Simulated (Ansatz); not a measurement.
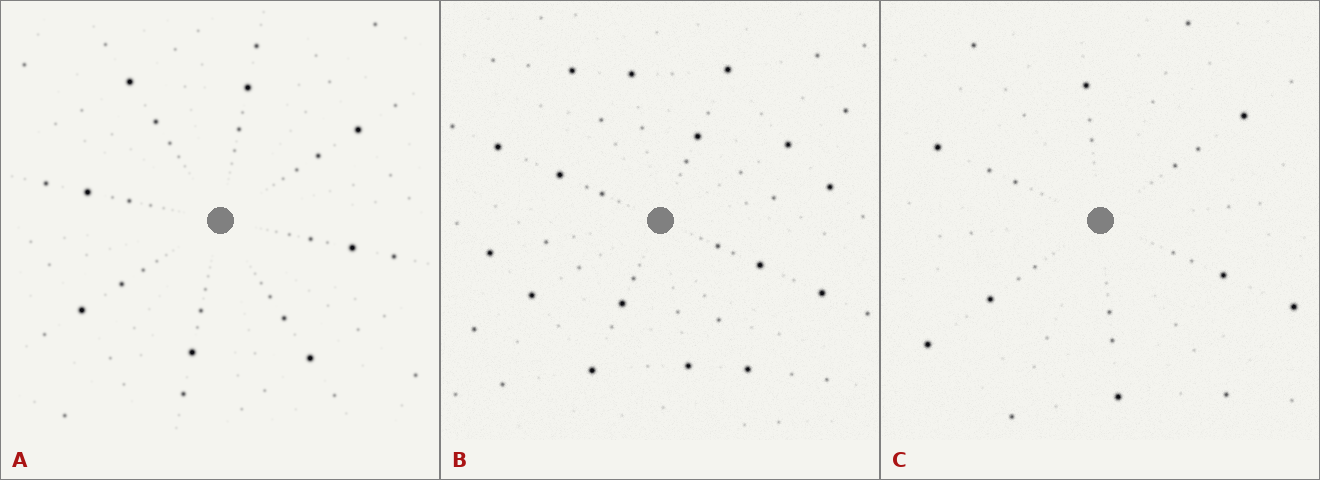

Simulated back-reflection Laue patterns (white X-rays, 0.45 to 2.2 Å, flat plate covering ±45° about the beam, kinematic intensities, seen from the source). Crystal: SiN, space group Fm-3m (No. 225), a = 4.258 Å. Structure: the end point of a relaxation with Ansatz 0.2.0, DFT PBE, scalar-relativistic, plane waves, PAW; the starting structure was generated, so it need not be a known form of this composition.

```cif
data_structure
_symmetry_space_group_name_H-M 'Fm-3m'
_symmetry_Int_Tables_number 225
_cell_length_a 4.2585
_cell_length_b 4.2585
_cell_length_c 4.2585
_cell_angle_alpha 90.000
_cell_angle_beta 90.000
_cell_angle_gamma 90.000
_cell_volume 77.23
loop_
_atom_site_label
_atom_site_type_symbol
_atom_site_symmetry_multiplicity
_atom_site_Wyckoff_symbol
_atom_site_fract_x
_atom_site_fract_y
_atom_site_fract_z
_atom_site_occupancy
Si1 Si 4 a 0.00000 0.00000 0.00000 1
N1 N 4 b 0.50000 0.00000 0.00000 1
```

### The directions [001], [110], [111] point towards the source, in some order. Which is which?

A: [001], symmetry 4mm (a fourfold axis with mirror lines). B: [110], symmetry 2mm (a twofold axis with two mirror lines). C: [111], symmetry 3m (a threefold axis with three mirror lines). The Laue class is m-3m.
